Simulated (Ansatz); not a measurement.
## TaAgO3 (R3c): converging the G0W0 gap

Aim: see how the G0W0 gap of TaAgO3 (R3c) on LDA moves with empty bands and screening cutoff, and what each rung costs.

Program: Ansatz 0.2.0. Level of theory: G0W0 on LDA, plane waves, PAW. Results are calculated unless marked as measured.

In doubt: one-shot GW on d or f shells is unsure, so the values of those runs are not to be relied on.

### 1. The structure

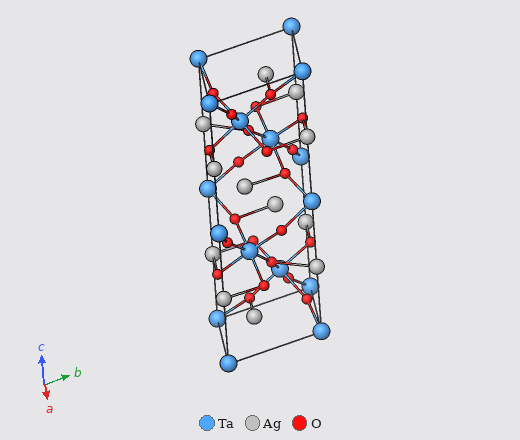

The starting structure, seen slightly off an axis (tantalum blue, silver light grey, oxygen red). This picture shows the conventional cell, with its axes. Bonds to atoms that aren't drawn are left out. Some periodic images of atoms are drawn too.

Geometry: measured cell, ions relaxed with LDA. The runs that relaxed it are not among those shown. Spin-orbit coupling is left out unless a step names it.

### 2. 316 empty bands, screening to 110 eV

Now the one-shot GW correction: screening in the RPA, then the self-energy of the levels asked for. This step takes hard PAW files.

File input.yaml:

```yaml
crystal:
  lattice:
    - [2.76405, 1.5958250116, 4.5719666667]
    - [-2.76405, 1.5958250116, 4.5719666667]
    - [0.0, -3.1916500231, 4.5719666667]
  atoms:
    - { symbol: Ta, position: [-0.0026385787, -0.0026385787, -0.0026385787] }
    - { symbol: Ta, position: [0.4973614213, 0.4973614213, 0.4973614213] }
    - { symbol: Ag, position: [0.249001027, 0.249001027, 0.249001027] }
    - { symbol: Ag, position: [0.749001027, 0.749001027, 0.749001027] }
    - { symbol: O, position: [0.8177770211, 0.6856263691, 0.2524341615] }
    - { symbol: O, position: [0.2524341615, 0.8177770211, 0.6856263691] }
    - { symbol: O, position: [0.6856263691, 0.2524341615, 0.8177770211] }
    - { symbol: O, position: [0.7524341615, 0.1856263691, 0.3177770211] }
    - { symbol: O, position: [0.1856263691, 0.3177770211, 0.7524341615] }
    - { symbol: O, position: [0.3177770211, 0.7524341615, 0.1856263691] }
kpoints:
  mp_grid: { grid: [4, 4, 4] }
hamiltonian:
  xc: lda
  pseudopotentials: { kind: paw, source: ansatz }
scf:
  occupations: { method: fixed }
gw:
  n_empty_bands: 316
  ecut_chi: 110.0
  qp_bands: [v3, c3]
  qp_kpoints: band_edges
  screening: { model: contour_deformation }
```

Command:

```bash
$ ansatz run input.yaml --threads 4 --pin off --max-ram 138240MiB --backend cuda --events-out ev --progress --plain --runs-dir out --devices 1 --max-vram 26GiB
```

Numbers of over 12 decimals in the logs are rounded to 6 here.

What it wrote:

```text
GPUs: using 1 of 1 available (devices: 1).
Engine: ansatz 0.2.0, x86_64-unknown-linux-gnu
Pseudopotentials: kind: paw
Pseudopotential: Ta, paw, valence charge 27, recommended cutoff 520 eV (normal), Ta.paw.azcp
Pseudopotential: Ag, paw, valence charge 19, recommended cutoff 480 eV (normal), Ag.paw.azcp
Pseudopotential: O, paw, valence charge 6, recommended cutoff 930 eV (normal), O.paw.azcp
Functional definition: SPW92
  exchange = slater_x
  correlation = pw_c
device memory: the entry about to start is reckoned to put 6.4 GiB on a device that reports 64.9 GiB free (of which the cap on the GPU budget leaves the run 26.0 GiB)
GPU FFT provider: cuFFT
GPU libraries: cuBLAS 13.8.2, cuFFT 12.4.0, cuSOLVER 12.3.4
Crystal: 10 atoms, lattice volume = 121.000 Å³
Basis set: ecut = 930 eV, 7793 PW (Γ)
Bands: 77, of which v1, the nominal top of the filled ones, is band 64 counted from 1 (63 counted from 0)
Symmetry: 6 space group operations
Space group: R3c (ITA 161), of the structure as read, at distance tolerance 4.9e-5 Å
k-points: 13 of 64 (time reversal used)
Non-local potential: Ta, projectors of the file, l = 0: 3, l = 1: 3, l = 2: 2, l = 3: 3
Non-local potential: Ag, projectors of the file, l = 0: 3, l = 1: 2, l = 2: 2, l = 3: 2
Non-local potential: O, projectors of the file, l = 0: 2, l = 1: 2, l = 2: 1
PAW form: soft (Blöchl's): semilocal exchange-correlation on the pseudo side does not see the compensation charge
PAW frozen core: Ta, regenerated for the run's functional, and the local potential with it (the file was generated under x = pbe(κ = 0.804, μ = 0.219515), c = pbe(β = 0.066725))
PAW frozen core: Ag, regenerated for the run's functional, and the local potential with it (the file was generated under x = pbe(κ = 0.804, μ = 0.219515), c = pbe(β = 0.066725))
PAW frozen core: O, regenerated for the run's functional, and the local potential with it (the file was generated under x = pbe(κ = 0.804, μ = 0.219515), c = pbe(β = 0.066725))
PAW one-centre angular grid: Ta, 590 points (default); XC on 96 Gauss nodes
PAW one-centre angular grid: Ag, 590 points (default); XC on 64 Gauss nodes
PAW one-centre angular grid: O, 110 points (default); XC on 64 Gauss nodes
Initial density: superposition of atomic densities (chi_scale 0.1, normalization cell, long waves kept (reshape's long-wave potential 0.00 eV rms))
Initial wavefunctions: pseudopotential atomic-orbital guess
GPU buffer pool allocated for 262144 grid points (all kernels)
GPU transforms: local potential and band sums: pruned to the plane-wave sphere, on 60×60×60
Functional: x = slater, c = lda
SCF iter   1: F=—  HF=-51340.236669 eV  |F-HF|=—  |Δ(HF+E_count)|=         —  Δρ=7.37e-2  dr2=4.17e0  ethr=3.10e-3  ⟨swp⟩=4.1  Hψ=3369  notcnv=0  defer=96
preconditioner: auto → Resta (q_TF=auto, 2.754 Å⁻¹)  ε∞=5.4  [insulator: Δε(μ)=1.548 eV  Ē_g=15.836 eV  n_scr=52 (ndim 8)  ℏωp=33.1 eV  f_vac=0.000  ε∞_Penn≈5.4]
SCF iter   2: F=—  HF=-51339.187945 eV  |F-HF|=—  |Δ(HF+E_count)|=    1.05e0  Δρ=3.07e-2  dr2=6.65e-1  ethr=3.10e-3  ⟨swp⟩=2.2  Hψ=1928  notcnv=0  defer=105
SCF iter   3: F=—  HF=-51338.999911 eV  |F-HF|=—  |Δ(HF+E_count)|=   1.88e-1  Δρ=1.76e-2  dr2=2.00e-1  ethr=5.20e-4  ⟨swp⟩=2.0  Hψ=1666  notcnv=0  defer=141
SCF iter   4: F=—  HF=-51338.949824 eV  |F-HF|=—  |Δ(HF+E_count)|=   5.01e-2  Δρ=3.10e-3  dr2=9.90e-3  ethr=1.56e-4  ⟨swp⟩=3.0  Hψ=1816  notcnv=0  defer=141
SCF iter   5: F=—  HF=-51338.949974 eV  |F-HF|=—  |Δ(HF+E_count)|=   1.50e-4  Δρ=1.40e-3  dr2=1.13e-3  ethr=7.74e-6  ⟨swp⟩=2.0  Hψ=1879  notcnv=0  defer=141
SCF iter   6: F=—  HF=-51338.949736 eV  |F-HF|=—  |Δ(HF+E_count)|=   2.38e-4  Δρ=3.42e-4  dr2=7.80e-5  ethr=8.85e-7  ⟨swp⟩=2.0  Hψ=1782  notcnv=0  defer=134
SCF iter   7: F=—  HF=-51338.949724 eV  |F-HF|=—  |Δ(HF+E_count)|=   1.21e-5  Δρ=1.32e-4  dr2=1.98e-5  ethr=6.09e-8  ⟨swp⟩=2.0  Hψ=1753  notcnv=0  defer=69
SCF iter   8: F=—  HF=-51338.949724 eV  |F-HF|=—  |Δ(HF+E_count)|=   2.75e-7  Δρ=3.46e-5  dr2=1.32e-6  ethr=1.55e-8  ⟨swp⟩=2.0  Hψ=1549  notcnv=0  defer=69
SCF iter   9: F=-51338.949724 eV  HF=-51338.949724 eV  |F-HF|=3.34e-8  |Δ(HF+E_count)|=   1.60e-7  Δρ=7.22e-6  dr2=5.76e-8  ethr=7.81e-11  ⟨swp⟩=9.1  Hψ=3840  notcnv=0
SCF 1 converged in 9 iterations: F = -51338.949724 eV  dr2 = 5.76e-8
  greatest PAW one-centre occupation: 0.999 electrons in one spin orbital (limit 2), on the Ag atom at site 2 (counted from 0), in its partial waves of l = 0
device memory: the entry about to start is reckoned to put 7.8 GiB (of the 7.9 GiB reckoned in all, the device holds 0.2 GiB already) on a device that reports 64.6 GiB free (of which the cap on the GPU budget leaves the run 25.9 GiB)
NSCF: frozen V_eff on 13 k-points
the band table was solved once the SCF had ended and its energy, with any forces and stress, was formed, with the checks that follow a solve (3862 applications of the Hamiltonian). They found nothing against the state; the energy, forces and stress were not computed again (output.eigenvalues in the input reference)
device memory: the entry about to start is reckoned to put 9.0 GiB on a device that reports 64.9 GiB free (of which the cap on the GPU budget leaves the run 26.0 GiB)
NSCF: frozen V_eff on 13 k-points
G₀W₀ screening: q 1/13
[... further progress lines ...]
device memory: the entry about to start is reckoned to put 1.4 GiB on a device that reports 61.6 GiB free (of which the cap on the GPU budget leaves the run 26.0 GiB)
NSCF: frozen V_eff on 1 k-points
device memory: the entry about to start is reckoned to put 1.4 GiB on a device that reports 61.6 GiB free (of which the cap on the GPU budget leaves the run 26.0 GiB)
NSCF: frozen V_eff on 1 k-points
device memory: the entry about to start is reckoned to put 1.4 GiB on a device that reports 61.6 GiB free (of which the cap on the GPU budget leaves the run 26.0 GiB)
NSCF: frozen V_eff on 1 k-points
SCF converged after 9 iterations
Free energy (F): -51338.949724 eV
Harris-Foulkes:  -51338.949724 eV  (|F-HF|=3.34e-8)
Internal energy: -51338.949724 eV  (E = F + TS)
E sigma→0 (E₀):  -51338.949724 eV
Fermi energy:    12.988408 eV
--- Per-component energies (eV) ---
  E_band       = -916.633432
  E_kinetic    = 3560.195499
  E_local      = -28194.126532  (includes V_loc(G=0)·N_el)
  E_nonlocal   = 5901.721538
  E_hartree    = 9351.811951
  E_xc         = -2015.966294
  E_vxc        = -1660.473098  (∫ρ·V_xc dr)
  E_paw        = -22117.703765  (= ΣΔE_a)
  E_vpaw       = 772.437053  (= ΣTr[D̂ρ^β])
  E_aug_tail   = 0.000096  (compensation charges beyond the density's cutoff)
  E_ewald      = -17832.168508
  E_core_change = 7.286291  (= ΣΔE_core)
  E_smearing   = -0.000000  (= −TS)
  E_closure    = 0.000000  (closes the sum)
  Σ components = -51338.949724   (vs F -51338.949724, Δ=0.00e0)
--- Band table (eV; the first three rows and the last of 13) ---
  k-point 0: bands = [... 60 lower, 12.2747, 12.3445, 12.8535, 12.8535, 14.9867, 15.0630, 15.0630, 15.3012, ... 9 higher]
  k-point 1: bands = [... 60 lower, 12.3272, 12.6604, 12.7514, 12.9112, 15.4194, 15.5777, 15.7155, 16.4245, ... 9 higher]
  k-point 2: bands = [... 60 lower, 12.6708, 12.6708, 12.9323, 12.9323, 16.3560, 16.3560, 16.8557, 16.8557, ... 9 higher]
  k-point 12: bands = [... 60 lower, 12.7182, 12.7182, 12.7182, 12.7182, 16.2969, 16.2969, 17.0983, 17.0983, ... 9 higher]
--- G₀W₀: contour deformation, 7 samples at zero and on the imaginary axis and 2 off it, 64 q-points, 316 empty bands' worth ---
  eigenvalues of the whole cell's RPA ε∞ on this k-mesh (on a slab, of 1 + 4πα/V) = 6.8427, 6.9729, 6.9729; static W/v taken at q = 0 is 0.144309
  bands read: the sum over 380 bands ends inside a degenerate multiplet in 3 slots, whose members it reads at an even weight; the widest, k=12: bands 379 to 382 (counted from 1) at 2/4 each
  gw.qp_kpoints: band_edges: 13 of 13 stored k-points solved, in 1 pass; an edge of the gap read off the rows below is read off those points alone
    ik  band        ε_KS         Σx   Σc(E_QP)       V_xc       Z   E_QP_lin       E_QP  E_QP is
     0    62     12.3445   -28.9185     4.6341   -23.8325  0.7345    11.8874    11.8926  root
     0    63     12.8535   -29.5042     4.8528   -24.3560  0.7321    12.5564    12.5582  root
     0    64     12.8535   -29.5042     4.8528   -24.3560  0.7321    12.5564    12.5582  root
     0    65     14.9867   -13.5141    -4.3556   -18.7920  0.7915    15.9211    15.9089  root
     0    66     15.0630   -14.4858    -4.5625   -20.0413  0.7857    16.0716    16.0560  root
     0    67     15.0630   -14.4858    -4.5625   -20.0413  0.7857    16.0716    16.0560  root
     1    62     12.6604   -29.9687     4.7958   -24.7768  0.7341    12.2608    12.2643  root
     1    63     12.7514   -30.4520     4.8755   -25.1737  0.7343    12.3450    12.3486  root
     1    64     12.9112   -30.8120     4.9155   -25.5069  0.7353    12.5184    12.5217  root
     1    65     15.4194   -12.9726    -4.5897   -18.5239  0.7883    16.3956    16.3809  root
     1    66     15.5777   -14.1240    -4.6651   -19.8115  0.7797    16.6188    16.6001  root
     1    67     15.7155   -14.5038    -4.6291   -20.1724  0.7744    16.7759    16.7549  root
     2    62     12.6708   -31.6478     4.9564   -26.1915  0.7362    12.1651    12.1709  root
     2    63     12.9323   -31.9440     4.9192   -26.5381  0.7389    12.4403    12.4455  root
     2    64     12.9323   -31.9440     4.9192   -26.5381  0.7389    12.4403    12.4455  root
     2    65     16.3560   -12.4175    -5.1603   -18.6020  0.7782    17.4036    17.3800  root
     2    66     16.3560   -12.4175    -5.1603   -18.6020  0.7782    17.4036    17.3800  root
     2    67     16.8557   -14.5067    -5.0931   -20.6860  0.7546    17.9747    17.9419  root
     3    62     12.7044   -31.2156     4.9169   -25.8278  0.7354    12.2283    12.2335  root
     3    63     12.7988   -30.3580     4.8933   -25.0822  0.7341    12.4133    12.4164  root
     3    64     12.8401   -31.2747     4.9341   -25.9016  0.7359    12.3968    12.4011  root
     3    65     14.9616   -13.7991    -4.6561   -19.4679  0.7874    15.9904    15.9742  root
     3    66     16.0954   -14.6861    -4.6267   -20.3517  0.7700    17.1568    17.1344  root
     3    67     16.1984   -14.1486    -4.5577   -19.7304  0.7705    17.2441    17.2224  root
[...]
11    66     16.0807   -14.5525    -4.6720   -20.2971  0.7668    17.1778    17.1533  root
    11    67     17.0824   -14.9549    -5.0744   -21.1519  0.7482    18.2384    18.2050  root
    12    62     12.7182   -31.5939     4.9908   -26.1282  0.7356    12.2383    12.2434  root
    12    63     12.7182   -31.5939     4.9908   -26.1282  0.7356    12.2383    12.2434  root
    12    64     12.7182   -31.5939     4.9908   -26.1282  0.7356    12.2383    12.2434  root
    12    65     16.2969   -11.9509    -5.1161   -18.0615  0.7810    17.3125    17.2913  root
    12    66     16.2969   -11.9509    -5.1161   -18.0615  0.7810    17.3125    17.2913  root
    12    67     17.0983   -15.0060    -5.1853   -21.2902  0.7453    18.2325    18.1971  root
```

Elapsed: 51 s, on 1 × NVIDIA H100 80GB HBM3 (shared by 3 runs) with 4 threads of AMD EPYC 7R13 (Zen 3), shared host; peak memory 2.3 GiB.

The column dr2 measures how far the density is from self-consistency, as an energy; F and HF (Harris–Foulkes) agree once it is small.

Numbers from this step:

```yaml
bands_summed: 380
rpa_eps_infinity_on_this_mesh_eigenvalues: 6.843, 6.973, 6.973
plane_waves_in_the_screening_matrix: 331
q_points_in_the_mesh: 64
g0w0_gap_on_the_mesh: 3.329 eV
k_of_the_valence_top: 0, 0, 0
k_of_the_conduction_bottom: 0, -0.5, -0.5
starting_gap_on_the_mesh: 1.866 eV
z_at_the_valence_top: 0.7321
z_at_the_conduction_bottom: 0.7891
least_direct_g0w0_gap_on_the_computed_points: 3.351 eV
```

The gap on the mesh goes from 1.87 eV to 3.33 eV, a correction of +1.46 eV, though a band edge has moved to another state.

### 3. 719 empty bands, screening to 190 eV

Another rung: the empty bands reach about as high as the screening cutoff, so the two stay in balance.

input.yaml: that of step 2 with these lines changed.

```diff
@@ -24,4 +24,4 @@
 gw:
-  n_empty_bands: 316
-  ecut_chi: 110.0
+  n_empty_bands: 719
+  ecut_chi: 190.0
   qp_bands: [v3, c3]
```

What it wrote:

```text
GPUs: using 1 of 1 available (devices: 1).
[...]
GPU FFT provider: cuFFT
GPU libraries: cuBLAS 13.8.2, cuFFT 12.4.0, cuSOLVER 12.3.4
Crystal: 10 atoms, lattice volume = 121.000 Å³
Basis set: ecut = 930 eV, 7793 PW (Γ)
Bands: 77, of which v1, the nominal top of the filled ones, is band 64 counted from 1 (63 counted from 0)
Symmetry: 6 space group operations
[...]
k-points: 13 of 64 (time reversal used)
[...]
GPU buffer pool allocated for 262144 grid points (all kernels)
[...]
SCF iter   1: F=—  HF=-51340.236669 eV  |F-HF|=—  |Δ(HF+E_count)|=         —  Δρ=7.37e-2  dr2=4.17e0  ethr=3.10e-3  ⟨swp⟩=4.1  Hψ=3369  notcnv=0  defer=96
[...]
SCF iter   9: F=-51338.949724 eV  HF=-51338.949724 eV  |F-HF|=3.34e-8  |Δ(HF+E_count)|=   1.60e-7  Δρ=7.22e-6  dr2=5.76e-8  ethr=7.81e-11  ⟨swp⟩=9.1  Hψ=3840  notcnv=0
SCF 1 converged in 9 iterations: F = -51338.949724 eV  dr2 = 5.76e-8
[...]
NSCF: frozen V_eff on 13 k-points
[...]
G₀W₀ screening: q 1/13
[... further progress lines ...]
[...]
SCF converged after 9 iterations
Free energy (F): -51338.949724 eV
[...]
Internal energy: -51338.949724 eV  (E = F + TS)
E sigma→0 (E₀):  -51338.949724 eV
Fermi energy:    12.988408 eV
[...]
--- Band table (eV; the first three rows and the last of 13) ---
  k-point 0: bands = [... 60 lower, 12.2747, 12.3445, 12.8535, 12.8535, 14.9867, 15.0630, 15.0630, 15.3012, ... 9 higher]
  k-point 1: bands = [... 60 lower, 12.3272, 12.6604, 12.7514, 12.9112, 15.4194, 15.5777, 15.7155, 16.4245, ... 9 higher]
  k-point 2: bands = [... 60 lower, 12.6708, 12.6708, 12.9323, 12.9323, 16.3560, 16.3560, 16.8557, 16.8557, ... 9 higher]
  k-point 12: bands = [... 60 lower, 12.7182, 12.7182, 12.7182, 12.7182, 16.2969, 16.2969, 17.0983, 17.0983, ... 9 higher]
[...]
0    62     12.3445   -28.9185     4.4110   -23.8325  0.7311    11.6572    11.6696  root
     0    63     12.8535   -29.5042     4.5895   -24.3560  0.7275    12.2880    12.2948  root
     0    64     12.8535   -29.5042     4.5895   -24.3560  0.7275    12.2880    12.2948  root
     0    65     14.9867   -13.5141    -4.5330   -18.7920  0.7892    15.7393    15.7316  root
     0    66     15.0630   -14.4858    -4.7539   -20.0413  0.7832    15.8745    15.8646  root
     0    67     15.0630   -14.4858    -4.7539   -20.0413  0.7832    15.8745    15.8646  root
     1    62     12.6604   -29.9687     4.5552   -24.7768  0.7301    12.0140    12.0238  root
     1    63     12.7514   -30.4520     4.6330   -25.1737  0.7303    12.0963    12.1062  root
[...]
12    64     12.7182   -31.5939     4.7587   -26.1282  0.7319    11.9995    12.0114  root
    12    65     16.2969   -11.9509    -5.2915   -18.0615  0.7784    17.1299    17.1159  root
    12    66     16.2969   -11.9509    -5.2915   -18.0615  0.7784    17.1299    17.1159  root
    12    67     17.0983   -15.0060    -5.4176   -21.2902  0.7412    17.9869    17.9648  root
```

Elapsed: 2 min, on 1 × NVIDIA H100 80GB HBM3 (shared by 3 runs) with 4 threads; peak memory 4.1 GiB; 3.5 min of CPU time.

Numbers from this step:

| Item | Value |
| --- | --- |
| bands summed | 783 |
| RPA ε∞ on this mesh (eigenvalues) | 6.817, 6.940, 6.940 |
| plane waves in the screening matrix | 725 |
| q-points in the mesh | 64 |
| G0W0 gap on the mesh | 3.405 eV |
| k of the valence top | 0, 0, 0 |
| k of the conduction bottom | 0, -0.5, -0.5 |
| starting gap on the mesh | 1.866 eV |
| Z at the valence top | 0.7275 |
| Z at the conduction bottom | 0.7867 |
| least direct G0W0 gap on the computed points | 3.437 eV |

Against the run with 4×4×4 mesh, 316 empty bands, screening to 110 eV, hard PAW files, the gap moves by +0.08 eV.

### 4. 1218 empty bands, screening to 270 eV

input.yaml: that of step 3 with these lines changed.

```diff
@@ -24,4 +24,4 @@
 gw:
-  n_empty_bands: 719
-  ecut_chi: 190.0
+  n_empty_bands: 1218
+  ecut_chi: 270.0
   qp_bands: [v3, c3]
```

What it wrote:

```text
GPUs: using 1 of 1 available (devices: 1).
[...]
GPU FFT provider: cuFFT
GPU libraries: cuBLAS 13.8.2, cuFFT 12.4.0, cuSOLVER 12.3.4
Crystal: 10 atoms, lattice volume = 121.000 Å³
Basis set: ecut = 930 eV, 7793 PW (Γ)
Bands: 77, of which v1, the nominal top of the filled ones, is band 64 counted from 1 (63 counted from 0)
Symmetry: 6 space group operations
[...]
k-points: 13 of 64 (time reversal used)
[...]
1    63     12.7514   -30.4520     4.4995   -25.1737  0.7286    11.9577    11.9726  root
[...]
12    64     12.7182   -31.5939     4.6300   -26.1282  0.7303    11.8654    11.8826  root
    12    65     16.2969   -11.9509    -5.3787   -18.0615  0.7776    17.0397    17.0288  root
    12    66     16.2969   -11.9509    -5.3787   -18.0615  0.7776    17.0397    17.0288  root
    12    67     17.0983   -15.0060    -5.5411   -21.2902  0.7399    17.8570    17.8413  root
[key lines of the parts left out:]
SCF converged after 9 iterations
Free energy (F): -51338.949724 eV
Fermi energy:    12.988408 eV
```

Wall time 4.6 min (1 × NVIDIA H100 80GB HBM3 (shared by 3 runs) with 4 threads); peak memory 7.1 GiB; 8.1 min of CPU time.

Numbers from this step:

```yaml
bands_summed: 1282
rpa_eps_infinity_on_this_mesh_eigenvalues: 6.805, 6.928, 6.928
plane_waves_in_the_screening_matrix: 1243
g0w0_gap_on_the_mesh: 3.457 eV
k_of_the_valence_top: 0, 0, 0
k_of_the_conduction_bottom: 0, -0.5, -0.5
starting_gap_on_the_mesh: 1.866 eV
least_direct_g0w0_gap_on_the_computed_points: 3.496 eV
```

Against the run with 4×4×4 mesh, 719 empty bands, screening to 190 eV, hard PAW files, the gap moves by +0.05 eV.

(Part 1 of 2 ends here.)

[Paths, hosts, dates, memory and timing lines, banners, echoed tables and standing remarks are left out of the program output.]

[Logs are printed without paths, hosts, clocks, repeated set-up lines and the standing remarks that a program may print on its own settings, such as how far it seeks lower states.]

[Runs of the session that timed out or met a known fault of the program may be left out.]

[Cells called generated may have been cut or substituted from an entry of the Crystallography Open Database or the Materials Project.]

[Hosts, paths, dates, database ids (printed as entryN), source tags and the programs' standing remarks are cut or masked in the printed files.]
